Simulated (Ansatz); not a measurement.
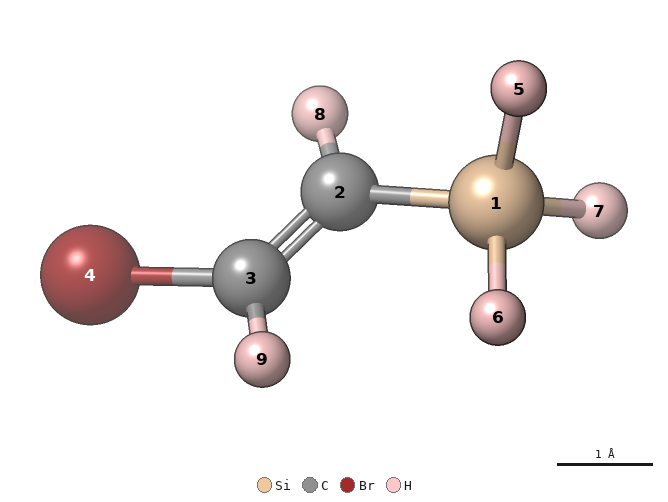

Orthographic view. Depth is shown by fading: the farther an atom, the more it takes the colour of the background. The geometry was computed by an optimisation with PBE0-D4/def2-TZVP. No frequency run is at hand to confirm it as a minimum.

Write a Z-matrix (Å, degrees) in the order of the atom numbers, with these reference atoms: 2 to 1; 3 to 2, 1; 4 to 3, 2, 1; 5 to 1, 2, 3; 6 to 1, 5, 2; 7 to 1, 6, 5; 8 to 2, 3, 4; 9 to 3, 2, 8.

```
Si 
C    1   1.861
C    2   1.324   1   121.1
Br   3   1.886   2   124.0   1   180.0
H    1   1.487   2   110.4   3  -120.3
H    1   1.486   5   109.7   2  -119.7
H    1   1.487   6   109.6   5   118.6
H    2   1.087   3   118.9   4     0.0
H    3   1.083   2   124.4   8   180.0
```
